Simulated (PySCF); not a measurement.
C₂H₆GeO, SMILES C([CH2][GeH3])=O at its PBE0/def2-SVP optimised geometry (Å):

```
10

O      1.4770    -0.5592     0.0000
C      0.2739    -0.5592     0.0000
C     -0.5790     0.6646     0.0000
Ge    -1.2205     1.0906     1.8242
H     -0.2963    -1.5268     0.0277
H     -0.0004     1.5268    -0.3633
H     -1.4770     0.5159    -0.6202
H     -1.9688    -0.1245     2.4015
H     -0.0213     1.4373     2.7195
H     -2.1799     2.2886     1.7292
```

Calculation: PySCF with PBE0/def2-TZVP.

Map of the electrostatic potential (hartree/e), clipped to [-0.08, 0.12] on the plane z = 0.6 Å:

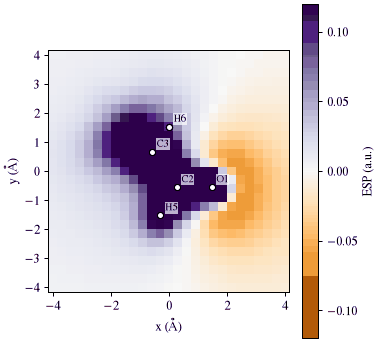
*Electrostatic potential (hartree/e), clipped to [-0.08, 0.12] on the plane z = 0.6 Å.*
